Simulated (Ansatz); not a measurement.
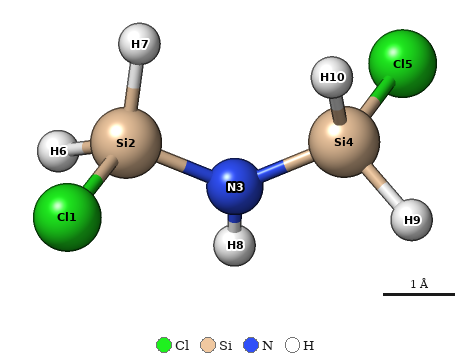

Fig. 1: The structure (ball-and-stick view, seen at a tilt; atoms are numbered from 1 in the order of the input). Bond lengths as drawn: Cl–Si 2.06 Å, H–N 1.01 Å, H–Si 1.48 Å and N–Si 1.71 Å.

## Single-point calculation, with input and output: Si2NH5Cl2

Si2NH5Cl2, SMILES Cl[SiH2]N[SiH2]Cl, computed with RKS PBE0-D4/def2-TZVPP (Ansatz 0.2.0).

The geometry comes from this level: PBE0-D4/def2-TZVP.

The input
```yaml
crystal:
  periodic: [false, false, false]
  atoms:
    - {symbol: Cl, position_ang: [-2.318700, -1.418130, 1.357156]}
    - {symbol: Si, position_ang: [-1.344973, 0.267495, 0.686118]}
    - {symbol: N, position_ang: [-0.248837, -0.080164, -0.585871]}
    - {symbol: Si, position_ang: [1.453779, -0.251187, -0.475813]}
    - {symbol: Cl, position_ang: [2.448073, 1.443580, -1.091562]}
    - {symbol: H, position_ang: [-2.402049, 1.188305, 0.216501]}
    - {symbol: H, position_ang: [-0.568013, 0.809768, 1.819630]}
    - {symbol: H, position_ang: [-0.652131, -0.197001, -1.505717]}
    - {symbol: H, position_ang: [1.918476, -1.340312, -1.361202]}
    - {symbol: H, position_ang: [1.797574, -0.473655, 0.943660]}
basis:
  gaussian: {orbitals: def2-TZVPP}
hamiltonian: {xc: pbe0, dispersion: d4}
output: {orbitals: {seedname: orbitals}}
```

Hardware: 4 threads of Arm Neoverse V2, 23 GiB of memory available, shared host.

Launch command:
```bash
ansatz run in.yaml --threads 4 --pin off --events-out ev --progress --plain --max-ram 10444MiB
```

The program's output
```
Functional definition: PBE0
  name "PBE0"
  cite "Adamo & Barone, J. Chem. Phys. 110, 6158 (1999) doi:10.1063/1.478522"
  cite "Perdew, Burke & Ernzerhof, Phys. Rev. Lett. 77, 3865 (1996) doi:10.1103/PhysRevLett.77.3865"
  parent pbe
  parameter a = 0.25
  parameter kappa = 0.804
  parameter beta = 0.06672455060314922
  exchange = (1 - a)*pbe_x(kappa = kappa, mu = beta*pi^2/3) + a*exact_x
  correlation = pbe_c(beta = beta)
1682 factors; their error is unknown
mean field evaluation 1: about -42355.4868 eV, gradient 5.8e1 eV
mean field evaluation 2: about -42345.1555 eV, gradient 8.5e1 eV
mean field evaluation 4: about -42361.6206 eV, gradient 3.5e0 eV
mean field evaluation 8: about -42361.6466 eV, gradient 3.1e-2 eV
mean field -42361.74575274 eV, -1556.7654425908 hartree, gradient 7.7e-5 eV, S^2 0.000000; 0 other end points of the search recorded, 0 dependent functions left out
reference -42361.74578910 eV, -1556.7654439269 hartree; 37, 37 occupied and 232, 232 virtual orbitals, 1682 factors
Total energy: -42362.00189711 eV, -1556.7748557227 hartree
```

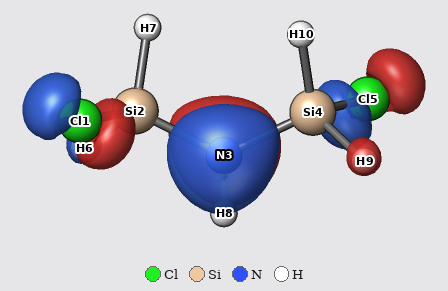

Fig. 2: One frontier orbital at ±0.15 Å⁻³ᐟ² (blue and red are the two phases), seen face on. The HOMO, at −8.47 eV.

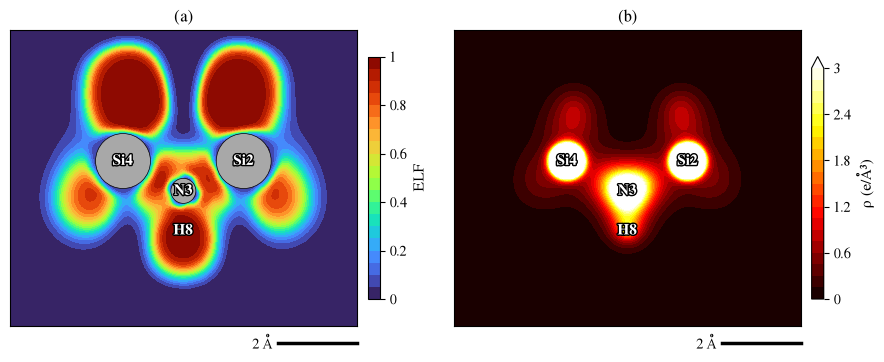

Fig. 3: (a) electron localisation function; (b) electron density on the plane of atoms Si4, N3 and H8. Grey discs, where drawn, cover atomic cores. Atoms in the plane: Si, N and H.

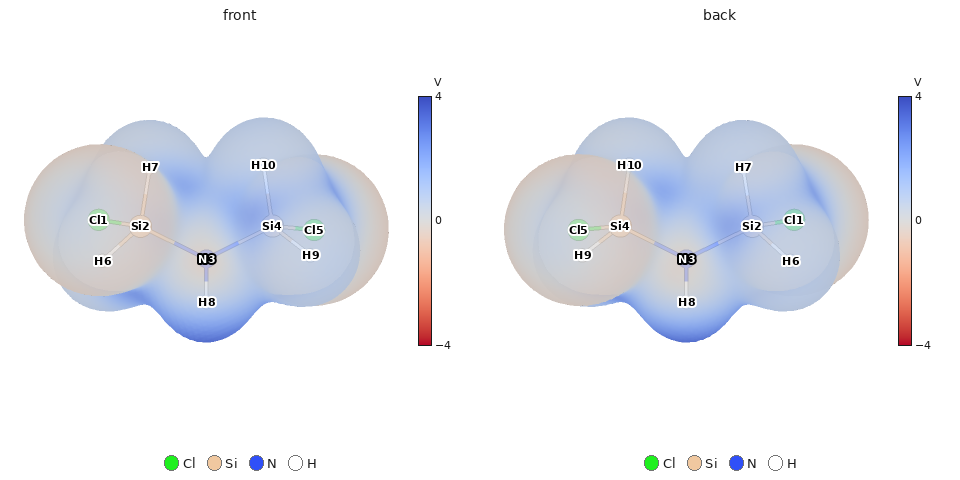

Fig. 4: The electrostatic potential painted on the density surface at 0.004 e/bohr³, seen face on and from behind; red is negative and blue positive. A positive charge is drawn to the negative regions and a negative charge to the positive ones.

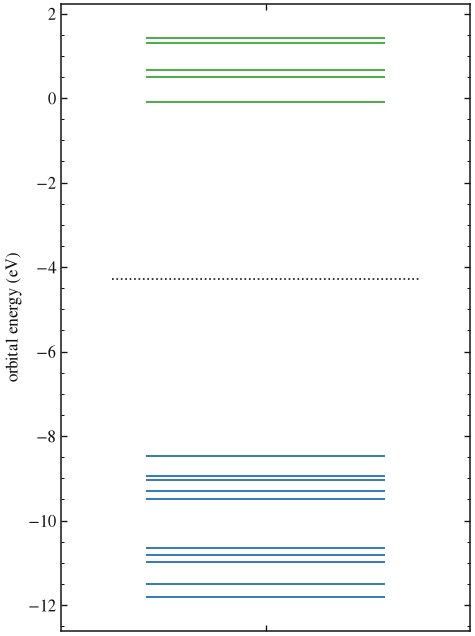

Fig. 5: Orbital energies near the frontier; the dotted line parts filled from empty levels, and levels within 0.02 eV of each other stand side by side. Highest filled −8.47 eV, lowest empty −0.09 eV, 8.38 eV apart.

Results in brief

- outcome: converged
- total energy: −42362.0019 eV
- mean-field energy: −42361.7458 eV
- dispersion energy: −0.2561 eV
- SCF solution under orbital rotations: stable
- HOMO: −8.47 eV
- LUMO: −0.09 eV
- wall time: 4.1 s (CPU time 15 s)
- peak memory: 0.89 GiB
